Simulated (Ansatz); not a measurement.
## Ga2O3 (C2/m): least direct gap against volume

The cell of Ga2O3 (C2/m) is scaled evenly and the response computed anew at each volume, on one mesh. The atoms keep their fractional positions.

Cell: a, b, c = 6.293, 6.293, 5.798 Å (primitive vectors), 10 atoms.

Method: Ansatz 0.2.0, PBE, independent particles, k-mesh 8×8×4 with interpolation inside its cells, Gaussian parameter 0.1 eV.

Launch of the response step: `ansatz run input.yaml --threads 4 --pin off --max-ram 8192MiB --backend cpu --events-out ev --progress --plain --runs-dir out`. The series took 11.6 min in all, on 4 threads of Arm Neoverse V2 (shared host).

| V/V₀ | V (Å³, primitive cell) | least direct gap (eV) |
| --- | --- | --- |
| 0.94 | 98.16 | ? |
| 0.96 | 100.25 | 2.826 |
| 0.98 | 102.33 | 2.637 |
| 1.00 | 104.42 | 2.455 |
| 1.02 | 106.51 | 2.279 |
| 1.04 | 108.60 | 2.109 |
| 1.06 | 110.69 | 1.945 |

For small changes the quantity should be close to linear in ln V.

Working, on the rows shown:

| x = ln(V/V₀) | y = least direct gap |
| --- | --- |
| -0.040822 | 2.826 |
| -0.0202027 | 2.637 |
| 0 | 2.455 |
| 0.0198026 | 2.279 |
| 0.0392207 | 2.109 |
| 0.0582689 | 1.945 |

Means: x̄ = 0.0093779, ȳ = 2.3752. Σ(x − x̄)(y − ȳ) = -0.0611, Σ(x − x̄)² = 0.006873. Slope = -0.0611 / 0.006873 = -8.891; intercept = ȳ − slope · x̄ = 2.4585. The line misses the rows shown by at most 0.0045 eV.

Problem. Fill in the last column of the withheld row.

Solution. At x = -0.061875 the line gives y = 3.0087 eV. The run gave 3.021 eV, so the extrapolation is off by 0.012 eV, 1.1 % of the range in the table.

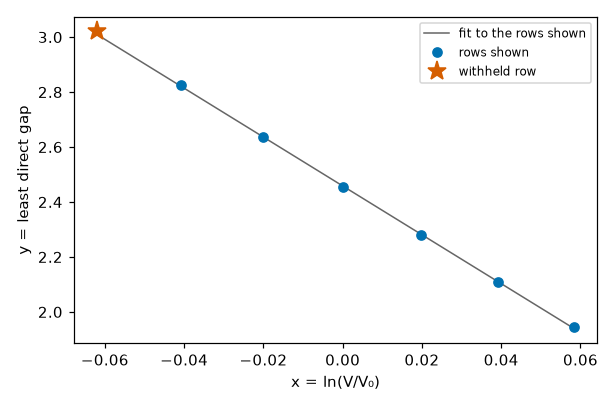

Between the rows on either side of x = 0 the slope is (2.279 − 2.637) / (0.019803 − (-0.020203)) = -8.949. That is a volume deformation potential of -8.9 eV: the least direct gap on this mesh widens by 89 meV for each per cent of compression. PBE gaps are as a rule too small. Spin-orbit coupling is left out.
